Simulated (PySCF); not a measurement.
# Si₂H₄: frequency calculation

Si₂H₄, computed with RKS PBE0-D4/def2-TZVP, density fitting (PySCF 2.14.0).

The geometry comes from this level: PBE0-D4/def2-TZVP.

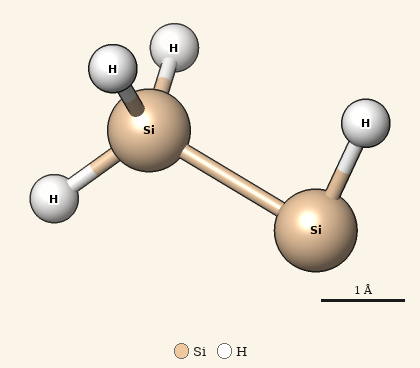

The structure as given in the input (ball-and-stick view, seen at a tilt). Bond lengths as drawn: H–Si 1.49 to 1.53 Å and Si–Si 2.38 Å.

Summary:

| quantity | value |
| --- | --- |
| outcome | converged |
| total energy | −15811.8439 eV |
| hardware | 4 threads of Arm Neoverse V1, 23 GiB of memory available, shared host |
| wall time | 48 s (CPU time 2.7 min) |
| peak memory | 1.3 GiB |

Input:
```python
import json, numpy as np
from pyscf import gto, scf, dft, mp, cc
EV, BOHR = 27.211386245988, 0.529177210903
mol = gto.M(atom="""
Si 0.769693 1.325391 0.117306
Si 0.686681 -1.007756 0.593862
H -0.357624 1.508743 1.130683
H -0.642580 -1.483905 0.100676
H 1.735782 -1.821433 -0.080179
H 0.757322 -1.282981 2.058519
""", basis="def2-tzvp", charge=0, spin=0, max_memory=8670, verbose=0)
def mean_field(mol, dm=None):
    mf = dft.RKS(mol, xc="pbe0").density_fit()
    mf.conv_tol = 1e-9; mf.grids.level = 4
    mf.kernel(dm0=dm)
    if not mf.converged: mf = mf.newton().run(mf.mo_coeff, mf.mo_occ)
    assert mf.converged
    return mf
def d4(mol):
    from pyscf.dispersion.dftd4 import DFTD4Dispersion
    real = gto.M(atom=[(mol.atom_pure_symbol(i), mol.atom_coord(i)) for i in range(6)], unit='B', charge=mol.charge, spin=None, basis='def2-svp', verbose=0)
    r = DFTD4Dispersion(real, xc="pbe0", atm=True).get_dispersion(grad=True); return r["energy"], r["gradient"]
def energy_and_gradient(mol, dm=None):
    mf = mean_field(mol, dm); e, g = d4(mol)
    return mf, (mf.e_tot + e) * EV, (mf.nuc_grad_method().kernel()[:6] + g) * EV / BOHR
out = {}
from pyscf.hessian import thermo
mf = mean_field(mol); n = mol.natm; h = mf.Hessian().kernel(); x0 = mol.atom_coords()
for i in range(n):
    for a in range(3):
        g = []
        for s in (1, -1):
            x = x0.copy(); x[i, a] += s * 0.005; g.append(d4(mol.set_geom_(x, unit='B', inplace=False))[1])
        h[i, :, a, :] += (g[0] - g[1]) / 0.01
for i in range(n): h[i, i] -= h[i].sum(0)  # translational sum rule: the analytic Hessian lacks the grid's response
w = thermo.harmonic_analysis(mol, h, imaginary_freq=False)['freq_wavenumber']; r = w[w > 0] * 1.239842e-4; T = [298.15, 498.15, 698.15, 898.15]
print("Vibrations: " + " ".join(f"{a:.2f}" for a in w) + f" cm⁻¹, zero-point energy {r.sum() / 2:.6f} eV")
A = [r.sum() / 2 + 8.617333e-5 * t * np.log(1 - np.exp(-r / 8.617333e-5 / t)).sum() for t in T]
out.update(energy=(mf.e_tot + d4(mol)[0]) * EV, converged=True, hessian=(h.transpose(0, 2, 1, 3).reshape(3 * n, -1) * EV / BOHR**2).round(5).tolist(), temperatures=T, free_energy=A)
out['s2'] = mf.spin_square()[0]; out['nelec'] = mol.nelec
print(f"Total energy {out['energy']:.6f} eV, <S^2> {out['s2']:.4f}")
json.dump(out, open("out.json", "w"), default=float)
```

Run as:
```bash
OMP_NUM_THREADS=4 python run.py
```

Log:
```
Vibrations: 41.06 345.80 394.95 427.09 706.04 849.45 917.27 944.58 2039.59 2173.23 2193.80 2213.06 cm⁻¹, zero-point energy 0.821143 eV
Total energy -15811.843941 eV, <S^2> 0.0000
```

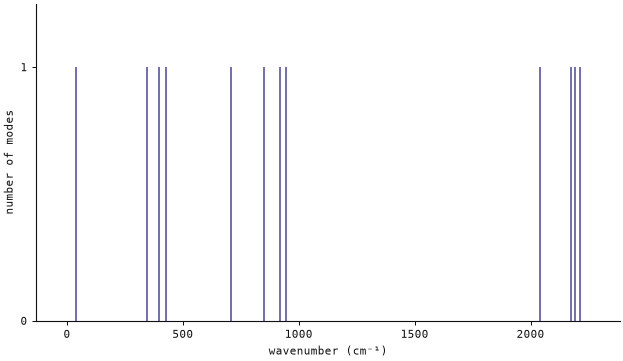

Harmonic vibrational wavenumbers from the force constants; neighbouring modes closer than 10 cm⁻¹ are counted in one stick. 12 modes from 41 to 2213 cm⁻¹, none imaginary.
